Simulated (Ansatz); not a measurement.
# SiH₄ + CH₃O radical: a complex and its separated parts

Aim: how far the complex at one end of a reaction step lies below its separated, relaxed parts, level by level.

Method: PBE0-D4/def2-TZVP structures, single points in def2-TZVPP, no counterpoise correction; program: Ansatz 0.2.0, Gaussian basis.

Levels: SPW92, PBE-D4, BLYP-D4, r2SCAN-D4, B97M-V, PBE0-D4, B3LYP-D4, r2SCAN0-D4, BHLYP-D4, CAM-B3LYP-D4, wB97X-V, wB97M-V, B2PLYP, PBE-QIDH, RPA on PBE, Hartree-Fock, MP2, CCSD, CCSD(T).

Correlated methods freeze the cores. Orbitals are unrestricted. B3LYP uses VWN-RPA correlation. B2PLYP carries no dispersion term here.

21 further runs of the same task are left out: 21 set aside as unsound or not needed.

## 1. Starting geometry

The complex: 10 atoms, charge 0, spin multiplicity 2.

Atoms are counted from 1 here; the program's logs count them from 0.

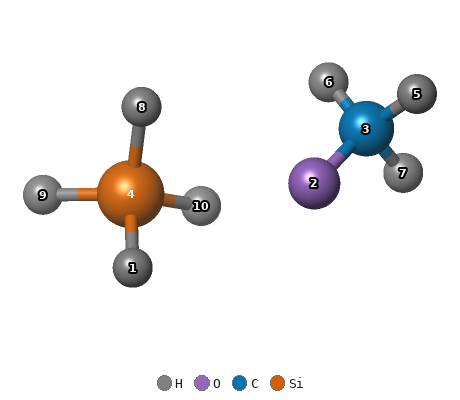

Start geometry, drawn with hydrogen grey, oxygen purple, carbon blue, silicon orange; atoms are numbered from 1 in the order of the file.

Geometry (Å):

```xyz
10

H     0.5720   -2.3657   -0.0640
O     1.3563    0.5617   -0.2430
C     0.6744    1.7306   -0.3214
Si   -0.6762   -1.6862    0.3543
H     1.2767    2.6020   -0.0272
H    -0.2931    1.7085    0.2009
H     0.4444    1.8631   -1.3974
H    -0.4490   -0.8619    1.5677
H    -1.7019   -2.7170    0.6731
H    -1.2035   -0.8350   -0.7429
```

Its parts: SiH₄ holds atoms 1, 4, 8, 9, 10; CH₃O radical holds atoms 2, 3, 5, 6, 7. Each part counts its atoms afresh in its own runs.

## 2. Relaxing SiH₄ alone

The input, relax-a/in.yaml:

```yaml
crystal:
  periodic: [false, false, false]
  atoms:
    - {symbol: H, position_ang: [0.572004, -2.365714, -0.064008]}
    - {symbol: Si, position_ang: [-0.676241, -1.686183, 0.354274]}
    - {symbol: H, position_ang: [-0.449005, -0.861873, 1.567700]}
    - {symbol: H, position_ang: [-1.701896, -2.717036, 0.673081]}
    - {symbol: H, position_ang: [-1.203456, -0.835003, -0.742931]}
basis:
  gaussian: {orbitals: def2-TZVP}
hamiltonian: {xc: pbe0, dispersion: d4}
relax: {f_tol: 0.005, max_steps: 200}
```

The command line of these runs was not kept.

Output, cut to the lines that bear on the results:

```text
Functional definition: PBE0
  name "PBE0"
  cite "Adamo & Barone, J. Chem. Phys. 110, 6158 (1999) doi:10.1063/1.478522"
  cite "Perdew, Burke & Ernzerhof, Phys. Rev. Lett. 77, 3865 (1996) doi:10.1103/PhysRevLett.77.3865"
  parent pbe
[...]
444 factors; their error is unknown
[...]
mean field -7939.08187955 eV, -291.7558777704 hartree, gradient 1.6e-5 eV, S^2 0.000000; 0 other end points of the search recorded, 0 dependent functions left out
[...]
reference -7939.08190628 eV, -291.7558787526 hartree; 9, 9 occupied and 52, 52 virtual orbitals, 444 factors
relax step   1: F+E_penalty+E_count = -7939.11646189 eV  Δ(F+E_penalty+E_count) = +0.000e0 eV  max|allowed force component| = 2.722e-1 eV/Å  Δτ_max = 0.0000 Å  (18 SCF iters, accepted)
[...]
relax step   2: F+E_penalty+E_count = -7939.11975903 eV  Δ(F+E_penalty+E_count) = -3.297e-3 eV  max|allowed force component| = 3.067e-2 eV/Å  Δτ_max = 0.0203 Å  (19 SCF iters, accepted)
[...]
relax step   3: F+E_penalty+E_count = -7939.11997445 eV  Δ(F+E_penalty+E_count) = -2.154e-4 eV  max|allowed force component| = 2.575e-3 eV/Å  Δτ_max = 0.0051 Å  (17 SCF iters, accepted)
444 factors; their error is unknown
[...]
mean field -7939.08539327 eV, -291.7560068973 hartree, gradient 1.5e-5 eV, S^2 0.000000; 1 other end points of the search recorded, 0 dependent functions left out
[...]
reference -7939.08542001 eV, -291.7560078800 hartree; 9, 9 occupied and 52, 52 virtual orbitals, 444 factors
Total energy: -7939.12000119 eV, -291.7572787150 hartree
Atom 0 at     0.570448    -2.352131    -0.062539 Å, force     0.002493    -0.001608    -0.000852 eV/Å
Atom 1 at    -0.691775    -1.693186     0.357635 Å, force     0.000463     0.000113    -0.000099 eV/Å
Atom 2 at    -0.438671    -0.860822     1.560579 Å, force     0.000227     0.001597     0.002575 eV/Å
Atom 3 at    -1.707821    -2.727643     0.676337 Å, force    -0.001847    -0.001702     0.000535 eV/Å
Atom 4 at    -1.190775    -0.832027    -0.743897 Å, force    -0.001337     0.001600    -0.002159 eV/Å
Dipole moment:    -0.000057    -0.000025     0.000012 e Å
```

Run time: 0.8 s. Hardware: 4 threads, shared host.

The steps of the relaxation:

```csv
step,energy from step 1 (eV),largest force component (eV/Å)
1,0.0000,0.2722
2,-0.0033,0.0307
3,-0.0035,0.0026
```

Close pairs (by a distance rule), those that changed most:

```csv
bond,before (Å),after (Å),change (Å)
Si2–H4,1.489,1.485,-0.004
H1–Si2,1.481,1.485,+0.003
Si2–H5,1.485,1.485,-0.001
Si2–H3,1.484,1.485,+0.000
```

## 3. Relaxing CH₃O radical alone

The input, relax-b/in.yaml:

```yaml
crystal:
  periodic: [false, false, false]
  atoms:
    - {symbol: O, position_ang: [1.356311, 0.561730, -0.242995]}
    - {symbol: C, position_ang: [0.674383, 1.730575, -0.321359]}
    - {symbol: H, position_ang: [1.276708, 2.601956, -0.027220]}
    - {symbol: H, position_ang: [-0.293112, 1.708546, 0.200856]}
    - {symbol: H, position_ang: [0.444404, 1.863102, -1.397398]}
basis:
  gaussian: {orbitals: def2-TZVP}
magnetization: {spin_polarized: true, initial_magnetization: 1}
hamiltonian: {xc: pbe0, dispersion: d4}
relax: {f_tol: 0.005, max_steps: 200}
```

Output, cut to the lines that bear on the results:

```text
Functional definition: PBE0
  name "PBE0"
  cite "Adamo & Barone, J. Chem. Phys. 110, 6158 (1999) doi:10.1063/1.478522"
  cite "Perdew, Burke & Ernzerhof, Phys. Rev. Lett. 77, 3865 (1996) doi:10.1103/PhysRevLett.77.3865"
  parent pbe
[...]
463 factors; their error is unknown
[...]
mean field -3128.44200405 eV, -114.9681231146 hartree, gradient 1.3e-6 eV, S^2 0.754092; 2 other end points of the search recorded, 0 dependent functions left out
[...]
reference -3128.44202446 eV, -114.9681238647 hartree; 9, 8 occupied and 71, 72 virtual orbitals, 463 factors
relax step   1: F+E_penalty+E_count = -3128.46782534 eV  Δ(F+E_penalty+E_count) = +0.000e0 eV  max|allowed force component| = 4.174e-2 eV/Å  Δτ_max = 0.0000 Å  (107 SCF iters, accepted)
[...]
463 factors; their error is unknown
[...]
mean field -3128.44212620 eV, -114.9681276035 hartree, gradient 3.2e-6 eV, S^2 0.754097; 3 other end points of the search recorded, 0 dependent functions left out
[...]
reference -3128.44214662 eV, -114.9681283541 hartree; 9, 8 occupied and 71, 72 virtual orbitals, 463 factors
Total energy: -3128.46797219 eV, -114.9690774262 hartree
Atom 0 at     1.355601     0.559813    -0.243800 Å, force    -0.000543    -0.000017     0.000155 eV/Å
Atom 1 at     0.675950     1.729527    -0.321439 Å, force     0.002709     0.001895     0.001073 eV/Å
Atom 2 at     1.274521     2.604092    -0.026721 Å, force     0.000014    -0.000674    -0.000050 eV/Å
Atom 3 at    -0.291925     1.709715     0.200712 Å, force    -0.001013    -0.000880    -0.000460 eV/Å
Atom 4 at     0.444547     1.862761    -1.396867 Å, force    -0.001166    -0.000323    -0.000717 eV/Å
Dipole moment:    -0.212850     0.355109    -0.070608 e Å
```

Run time: 4.1 s. Hardware: 4 threads, shared host; peak memory 0.15 GiB.

The steps of the relaxation:

```csv
step,energy from step 1 (eV),largest force component (eV/Å)
1,0.0000,0.0417
2,-0.0001,0.0219
3,-0.0001,0.0097
4,-0.0001,0.0027
```

Distances of close pairs at the start and the end, largest changes first:

```csv
bond,before (Å),after (Å),change (Å)
C2–H3,1.099,1.100,+0.001
O1–C2,1.355,1.355,-0.000
C2–H4,1.100,1.100,+0.000
C2–H5,1.108,1.108,-0.000
```

## 4. wB97M-V/def2-TZVPP

The input, parta/in.yaml:

```yaml
crystal:
  periodic: [false, false, false]
  atoms:
    - {symbol: H, position_ang: [0.570448, -2.352131, -0.062539]}
    - {symbol: Si, position_ang: [-0.691775, -1.693186, 0.357635]}
    - {symbol: H, position_ang: [-0.438671, -0.860822, 1.560579]}
    - {symbol: H, position_ang: [-1.707821, -2.727643, 0.676337]}
    - {symbol: H, position_ang: [-1.190775, -0.832027, -0.743897]}
basis:
  gaussian: {orbitals: def2-TZVPP}
hamiltonian: {xc: {name: wB97M-V}}
```

The input, partb/in.yaml:

```yaml
crystal:
  periodic: [false, false, false]
  atoms:
    - {symbol: O, position_ang: [1.355601, 0.559813, -0.243800]}
    - {symbol: C, position_ang: [0.675950, 1.729527, -0.321439]}
    - {symbol: H, position_ang: [1.274521, 2.604092, -0.026721]}
    - {symbol: H, position_ang: [-0.291925, 1.709715, 0.200712]}
    - {symbol: H, position_ang: [0.444547, 1.862761, -1.396867]}
basis:
  gaussian: {orbitals: def2-TZVPP}
magnetization: {spin_polarized: true, initial_magnetization: 1}
hamiltonian: {xc: {name: wB97M-V}}
```

parta printed, cut to the lines that bear on the results:

```text
Functional definition: wB97M-V
  name "wB97M-V"
  cite "Mardirossian & Head-Gordon, J. Chem. Phys. 144, 214110 (2016) doi:10.1063/1.4952647"
  cite "Becke, J. Chem. Phys. 107, 8554 (1997) doi:10.1063/1.475007"
  cite "Vydrov & Van Voorhis, J. Chem. Phys. 133, 244103 (2010) doi:10.1063/1.3521275"
  # Of w^i u^j: cxij and so on, Table III.
[...]
  gx(w, u) = 1 - cx + cx01*u + cx10*w
  gss(w, u) = css00 + css04*u^4 + css10*w + css20*w^2 + css43*w^4*u^3
  gos(w, u) = cos00 + cos10*w + (cos20 + cos21*u)*w^2 + (cos60 + cos61*u)*w^6
[...]
      + integral(e_c_pw_mod_opposite_spin*gos(b97_w_opposite, b97_u_opposite)) + vv10(b, c)
527 factors; their error is unknown
136 factors; integrals over basis functions are off by at most 1.1e-5 eV
[...]
mean field -7941.54403047 eV, -291.8463601480 hartree, gradient 4.9e-5 eV, S^2 0.000000; 0 other end points of the search recorded, 0 dependent functions left out
reference -7941.54407286 eV, -291.8463617058 hartree; 9, 9 occupied and 89, 89 virtual orbitals, 527 factors
Total energy: -7941.54407286 eV, -291.8463617058 hartree
```

partb printed, cut to the lines that bear on the results:

```text
Functional definition: wB97M-V
  name "wB97M-V"
  cite "Mardirossian & Head-Gordon, J. Chem. Phys. 144, 214110 (2016) doi:10.1063/1.4952647"
  cite "Becke, J. Chem. Phys. 107, 8554 (1997) doi:10.1063/1.475007"
  cite "Vydrov & Van Voorhis, J. Chem. Phys. 133, 244103 (2010) doi:10.1063/1.3521275"
  # Of w^i u^j: cxij and so on, Table III.
[...]
  gx(w, u) = 1 - cx + cx01*u + cx10*w
  gss(w, u) = css00 + css04*u^4 + css10*w + css20*w^2 + css43*w^4*u^3
  gos(w, u) = cos00 + cos10*w + (cos20 + cos21*u)*w^2 + (cos60 + cos61*u)*w^6
[...]
      + integral(e_c_pw_mod_opposite_spin*gos(b97_w_opposite, b97_u_opposite)) + vv10(b, c)
508 factors; their error is unknown
129 factors; integrals over basis functions are off by at most 1.4e-5 eV
[...]
mean field -3130.60901649 eV, -115.0477593532 hartree, gradient 9.3e-6 eV, S^2 0.753546; 2 other end points of the search recorded, 0 dependent functions left out
reference -3130.60904720 eV, -115.0477604816 hartree; 9, 8 occupied and 95, 96 virtual orbitals, 508 factors
Total energy: -3130.60904720 eV, -115.0477604816 hartree
```

They took 0.8 s (parta), 3.5 s (partb) on 4 threads, shared host; peak memory 0.27 GiB.

## 5. CCSD(T)/def2-TZVPP

parta/in.yaml: that of step 4 with these lines changed.

```diff
@@ -10,2 +10,2 @@
   gaussian: {orbitals: def2-TZVPP}
-hamiltonian: {xc: {name: wB97M-V}}
+correlation: {method: ccsd_t}
```

partb/in.yaml: that of step 4 with these lines changed.

```diff
@@ -11,2 +11,3 @@
 magnetization: {spin_polarized: true, initial_magnetization: 1}
-hamiltonian: {xc: {name: wB97M-V}}
+correlation: {method: ccsd_t}
+scf: {omitted_lower_state_checks: [cluster_reference]}
```

Output in parta, cut to the lines that bear on the results:

```text
Functional definition: HF
  name "HF"
  cite "Fock, Z. Phys. 61, 126 (1930) doi:10.1007/BF01340294"
  parent pbe
[...]
537 factors; integrals over basis functions are off by at most 7.9e-4 eV
[...]
mean field -7925.54424947 eV, -291.2583790411 hartree, gradient 1.8e-6 eV, S^2 0.000000; 0 other end points of the search recorded, 0 dependent functions left out
5 core orbitals not correlated: weight in the atoms' cores, before any rotation towards them, 1.000 or more for the frozen orbitals, at most 0.000 for the correlated occupied ones
reference -7925.54424947 eV, -291.2583790411 hartree; 4, 4 occupied and 89, 89 virtual orbitals, 537 factors
second order -3.90715702 eV of doubles, -0.00000000 eV of singles
cycle   1  -4.49743217 eV  change   -5.9e-1 eV  update   5.5e-2
[...]
cycle   8  -4.71915103 eV  change   -5.1e-7 eV  update   3.7e-6
perturbative correction -0.10444154 eV, -0.0038381560 hartree
Total energy: -7930.36784204 eV, -291.4356427987 hartree
```

partb printed, cut to the lines that bear on the results:

```text
Functional definition: HF
  name "HF"
  cite "Fock, Z. Phys. 61, 126 (1930) doi:10.1007/BF01340294"
  parent pbe
[...]
620 factors; integrals over basis functions are off by at most 1.0e-3 eV
[...]
mean field -3114.90584052 eV, -114.4706782801 hartree, gradient 2.6e-6 eV, S^2 0.759909; 3 other end points of the search recorded, 0 dependent functions left out
2 core orbitals not correlated: weight in the atoms' cores, before any rotation towards them, 1.000 or more for the frozen orbitals, at most 0.000 for the correlated occupied ones
reference -3114.90584052 eV, -114.4706782801 hartree; 7, 6 occupied and 95, 96 virtual orbitals, 620 factors
second order -9.98738270 eV of doubles, -0.00000000 eV of singles
cycle   1  -10.43691398 eV  change   -4.5e-1 eV  update   6.5e-2
[...]
cycle  11  -10.75790162 eV  change   -1.6e-5 eV  update   1.3e-5
perturbative correction -0.34246879 eV, -0.0125854959 hartree
Total energy: -3126.00621093 eV, -114.8786093686 hartree
Checks for a lower state left out: cluster_reference
```

Wall times: 0.5 s (parta), 3.6 s (partb) on 4 threads, shared host; peak memory 0.74 GiB.

## 6. Vibrations of SiH₄

The input, vib-parta/in.yaml:

```yaml
crystal:
  periodic: [false, false, false]
  atoms:
    - {symbol: H, position_ang: [0.570448, -2.352131, -0.062539]}
    - {symbol: Si, position_ang: [-0.691775, -1.693186, 0.357635]}
    - {symbol: H, position_ang: [-0.438671, -0.860822, 1.560579]}
    - {symbol: H, position_ang: [-1.707821, -2.727643, 0.676337]}
    - {symbol: H, position_ang: [-1.190775, -0.832027, -0.743897]}
basis:
  gaussian: {orbitals: def2-TZVP}
hamiltonian: {xc: pbe0, dispersion: d4}
phonons: {temperatures: {t_min: 298.15, t_max: 900, t_step: 200}}
```

Output, cut to the lines that bear on the results:

```text
Functional definition: PBE0
  name "PBE0"
  cite "Adamo & Barone, J. Chem. Phys. 110, 6158 (1999) doi:10.1063/1.478522"
  cite "Perdew, Burke & Ernzerhof, Phys. Rev. Lett. 77, 3865 (1996) doi:10.1103/PhysRevLett.77.3865"
  parent pbe
[...]
444 factors; their error is unknown
[...]
mean field -7939.08539987 eV, -291.7560071400 hartree, gradient 2.9e-5 eV, S^2 0.000000; 0 other end points of the search recorded, 0 dependent functions left out
[...]
reference -7939.08542617 eV, -291.7560081065 hartree; 9, 9 occupied and 52, 52 virtual orbitals, 444 factors
[... from here to the last solve, the lines of the solves are left out (29 solves) ...]
444 factors; their error is unknown
mean field -7939.08537084 eV, -291.7560060732 hartree, gradient 1.2e-6 eV, S^2 0.000000; 0 other end points of the search recorded, 0 dependent functions left out
[...]
reference -7939.08539715 eV, -291.7560070397 hartree; 9, 9 occupied and 52, 52 virtual orbitals, 444 factors
Total energy: -7939.12000735 eV, -291.7572789415 hartree
Atom 0 at     0.570448    -2.352131    -0.062539 Å, force     0.002481    -0.001600    -0.000847 eV/Å
Atom 1 at    -0.691775    -1.693186     0.357635 Å, force     0.000471     0.000118    -0.000091 eV/Å
Atom 2 at    -0.438671    -0.860822     1.560579 Å, force     0.000223     0.001583     0.002556 eV/Å
Atom 3 at    -1.707821    -2.727643     0.676337 Å, force    -0.001842    -0.001693     0.000532 eV/Å
Atom 4 at    -1.190775    -0.832027    -0.743897 Å, force    -0.001334     0.001591    -0.002149 eV/Å
Dipole moment:    -0.000057    -0.000024     0.000012 e Å
Vibrations: 906.56 906.58 906.60 968.45 968.45 2236.14 2245.78 2245.83 2245.83 cm⁻¹, zero-point energy 0.844966 eV
```

It took 4 s on 4 threads, shared host.

Wavenumbers and character of the modes:

```csv
mode,wavenumber (cm⁻¹),character
1,907,bend
2,907,bend
3,907,bend
4,968,bend
5,968,bend
6,2236,Si–H stretch
7,2246,Si–H stretch
8,2246,Si–H stretch
9,2246,Si–H stretch
```

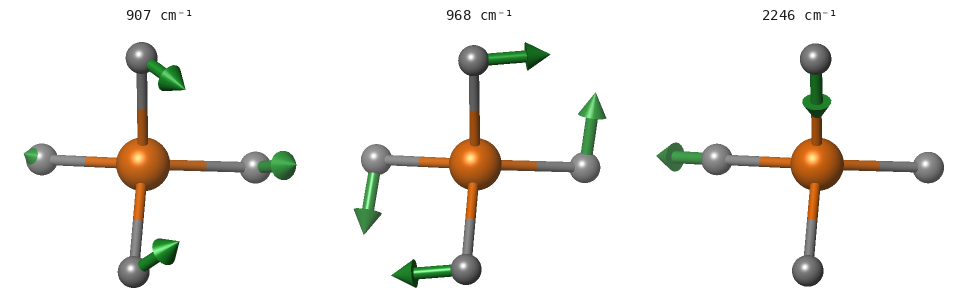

Displacements of 3 modes, as arrows.

Vibrational sums (real modes only):

```csv
T (K),entropy (J/mol/K),heat capacity (J/mol/K)
298,2.6,9.7
498,11.5,25.7
698,22.2,38.0
898,32.9,47.1
```

## 7. Vibrations of CH₃O radical

The input, vib-partb/in.yaml:

```yaml
crystal:
  periodic: [false, false, false]
  atoms:
    - {symbol: O, position_ang: [1.355601, 0.559813, -0.243800]}
    - {symbol: C, position_ang: [0.675950, 1.729527, -0.321439]}
    - {symbol: H, position_ang: [1.274521, 2.604092, -0.026721]}
    - {symbol: H, position_ang: [-0.291925, 1.709715, 0.200712]}
    - {symbol: H, position_ang: [0.444547, 1.862761, -1.396867]}
basis:
  gaussian: {orbitals: def2-TZVP}
magnetization: {spin_polarized: true, initial_magnetization: 1}
hamiltonian: {xc: pbe0, dispersion: d4}
phonons: {temperatures: {t_min: 298.15, t_max: 900, t_step: 200}}
```

Output, cut to the lines that bear on the results:

```text
Functional definition: PBE0
  name "PBE0"
  cite "Adamo & Barone, J. Chem. Phys. 110, 6158 (1999) doi:10.1063/1.478522"
  cite "Perdew, Burke & Ernzerhof, Phys. Rev. Lett. 77, 3865 (1996) doi:10.1103/PhysRevLett.77.3865"
  parent pbe
[...]
463 factors; their error is unknown
[...]
mean field -3128.44212622 eV, -114.9681276043 hartree, gradient 3.5e-7 eV, S^2 0.754097; 2 other end points of the search recorded, 0 dependent functions left out
[...]
reference -3128.44214664 eV, -114.9681283549 hartree; 9, 8 occupied and 71, 72 virtual orbitals, 463 factors
[... from here to the last solve, the lines of the solves are left out (29 solves) ...]
463 factors; their error is unknown
mean field -3128.44203919 eV, -114.9681244062 hartree, gradient 2.1e-6 eV, S^2 0.754114; 0 other end points of the search recorded, 0 dependent functions left out
[...]
reference -3128.44205963 eV, -114.9681251571 hartree; 9, 8 occupied and 71, 72 virtual orbitals, 463 factors
Total energy: -3128.46797221 eV, -114.9690774271 hartree
Atom 0 at     1.355601     0.559813    -0.243800 Å, force    -0.000548    -0.000020     0.000157 eV/Å
Atom 1 at     0.675950     1.729527    -0.321439 Å, force     0.002719     0.001907     0.001061 eV/Å
Atom 2 at     1.274521     2.604092    -0.026721 Å, force     0.000010    -0.000677    -0.000051 eV/Å
Atom 3 at    -0.291925     1.709715     0.200712 Å, force    -0.001017    -0.000886    -0.000455 eV/Å
Atom 4 at     0.444547     1.862761    -1.396867 Å, force    -0.001164    -0.000324    -0.000712 eV/Å
Dipole moment:    -0.212850     0.355109    -0.070608 e Å
Vibrations: 692.53 960.43 1140.70 1355.91 1359.28 1509.60 2919.35 2992.58 3036.32 cm⁻¹, zero-point energy 0.989809 eV
```

Run time: 9 s. Hardware: 4 threads, shared host; peak memory 0.15 GiB.

The modes, with what each moves most:

```csv
mode,wavenumber (cm⁻¹),character
1,693,bend
2,960,bend
3,1141,C–O stretch
4,1356,bend
5,1359,bend
6,1510,bend
7,2919,C–H stretch
8,2993,C–H stretch
9,3036,C–H stretch
```

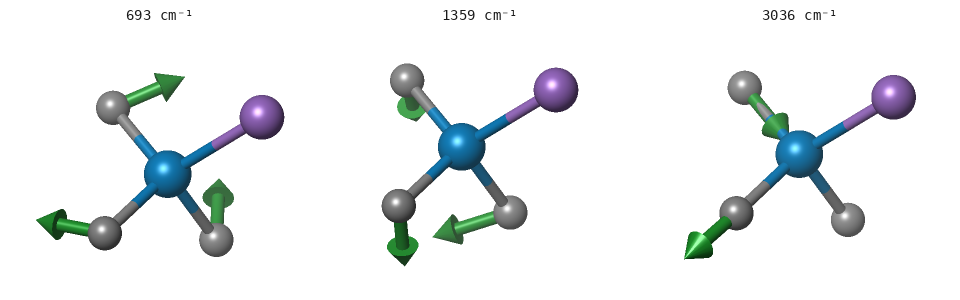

Displacements of 3 modes, as arrows.

Vibrational sums (real modes only):

```csv
T (K),entropy (J/mol/K),heat capacity (J/mol/K)
298,2.2,7.7
498,9.5,21.9
698,18.8,33.4
898,28.3,42.2
```

## 8. Complex less separated parts

The complex's own energies come from single points at the same levels. Levels not printed above were run the same way.

Rows are in def2-TZVPP; times add the 3 runs of a level on a shared host, so small differences are noise.

Differences are taken before rounding.

```csv
method,rung,complex less parts (eV),from CCSD(T) (eV),time
SPW92,LDA,-0.187,-0.102,2.5 s
PBE-D4,GGA,-0.114,-0.029,4.5 s
BLYP-D4,GGA,-0.098,-0.012,4.6 s
r2SCAN-D4,meta-GGA,-0.105,-0.019,11 s
B97M-V,meta-GGA,-0.111,-0.025,21 s
PBE0-D4,hybrid,-0.098,-0.013,7.3 s
B3LYP-D4,hybrid,-0.096,-0.010,7.3 s
r2SCAN0-D4,hybrid,-0.099,-0.013,11 s
BHLYP-D4,hybrid,-0.098,-0.013,7.5 s
CAM-B3LYP-D4,range-separated hybrid,-0.102,-0.016,8 s
wB97X-V,range-separated hybrid,-0.101,-0.016,20 s
wB97M-V,range-separated hybrid,-0.109,-0.024,21 s
B2PLYP,double hybrid,-0.050,+0.035,8.7 s
PBE-QIDH,double hybrid,-0.068,+0.018,8.4 s
RPA on PBE,RPA,-0.061,+0.025,8.5 s
Hartree-Fock,wavefunction,0.016,+0.101,
MP2,wavefunction,-0.082,+0.003,
CCSD,wavefunction,-0.071,+0.015,
CCSD(T),wavefunction,-0.085,0,1.7 min
```

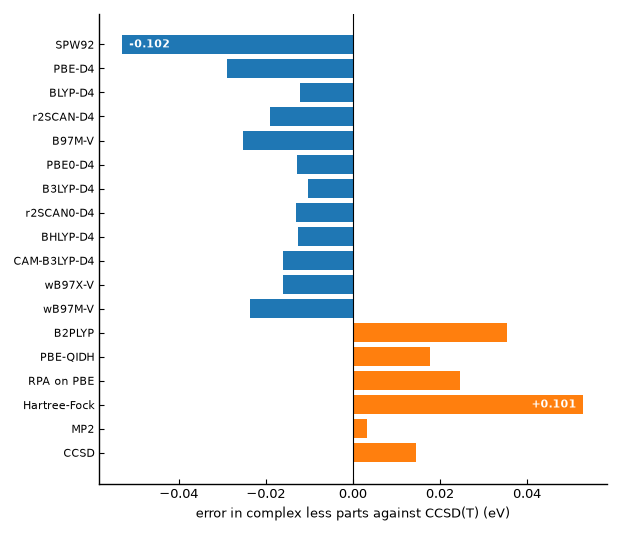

How far each level lands from CCSD(T). Bars with a number in them are cut short.

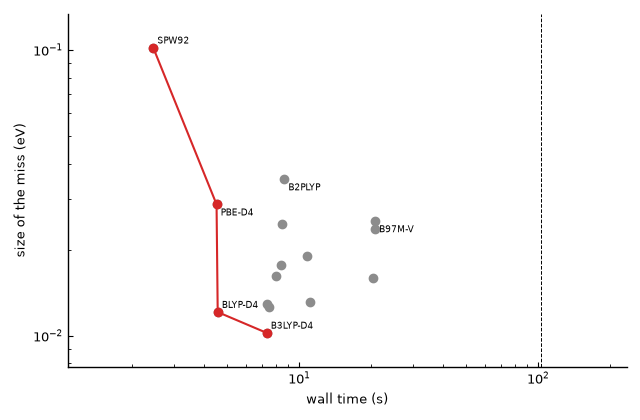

Accuracy for the time spent; red marks the levels that beat every quicker one drawn (of those quicker than the yardstick), and the dashed line is the time of CCSD(T). Only those levels and the largest misses are named. Times are from a shared host.

B3LYP-D4 reaches 0.010 eV from the reference in 7.3 s, where CCSD(T) took 1.7 min; the quickest level in the cost chart, SPW92, takes 2.5 s and misses by 0.102 eV.

The complex's zero-point energy, from a separate PBE0-D4 run, is 1.885 eV.

## 9. Outcome

| quantity | value |
| --- | --- |
| complex less parts, CCSD(T)/def2-TZVPP | -0.085 eV |
| with zero-point energy | -0.035 eV |
| largest T1 diagnostic | 0.019 |

In words: At CCSD(T) the complex lies 0.085 eV below its parts. Among the functionals B3LYP-D4 lands nearest to CCSD(T) (-0.010 eV) and SPW92 farthest (-0.102 eV). By rung, the mean size of the error is: LDA 0.102, GGA 0.020, meta-GGA 0.022, hybrid 0.012, range-separated hybrid 0.019, double hybrid 0.026 eV. PBE-D4 gives a relative energy 0.029 eV too low, an error of 34 % of the reference. No counterpoise was applied, and triple zeta lacks some correlation, so the CCSD(T) reference has a basis error of its own, and close matches with it are partly luck.
